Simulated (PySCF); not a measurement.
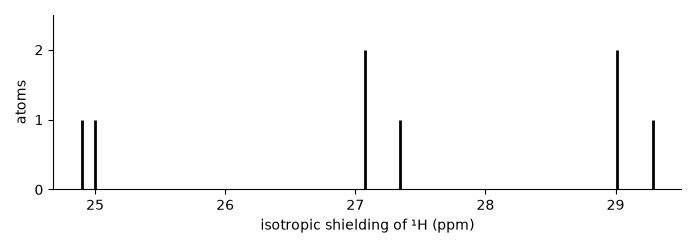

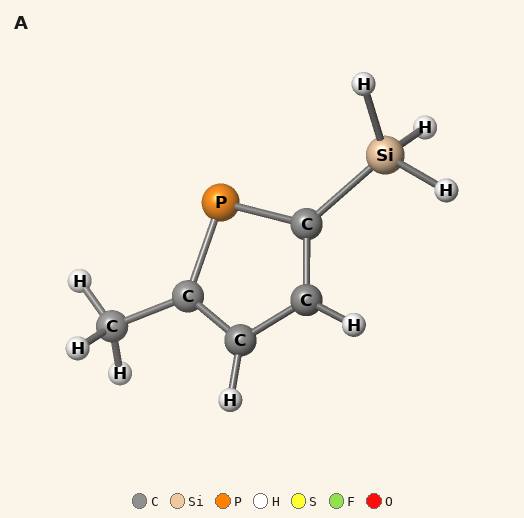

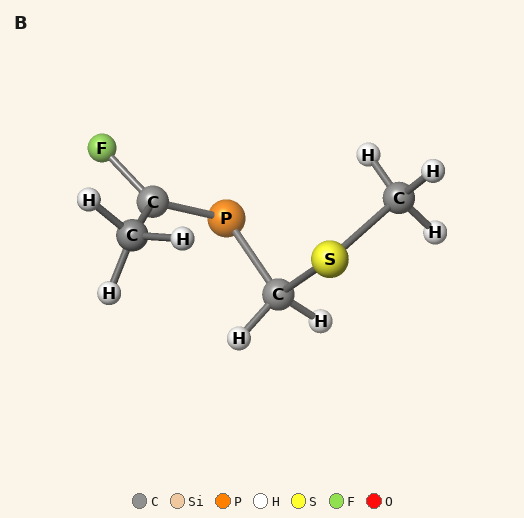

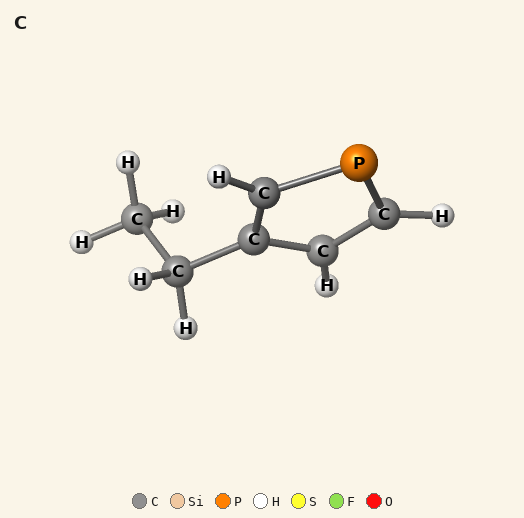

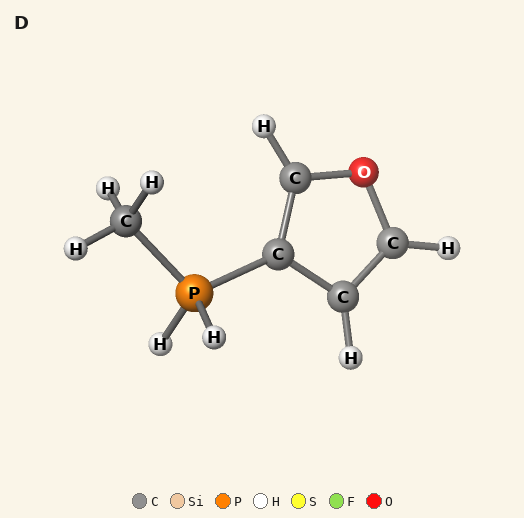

The sticks are computed shieldings of one of the molecules, for one fixed geometry (GFN2-xTB) without averaging over rotations. Low shielding means a high chemical shift. Method: GIAO PBE0/pcSseg-1 NMR shielding, non-relativistic, gas phase (PySCF 2.14.0).

Question: Match the spectrum to a structure.

Answer: A, `Cc1ccc([SiH3])[p-]1`. Its 8 H atoms give lines at 24.90, 25.00, 27.08 (2 atoms), 27.35, 29.01 (2 atoms), 29.29 ppm.

The geometry is semi-empirical. Around P, Si such bond lengths and angles can be off by a tenth of an ångström or more and by several degrees, and values that hang on the shape move with them.
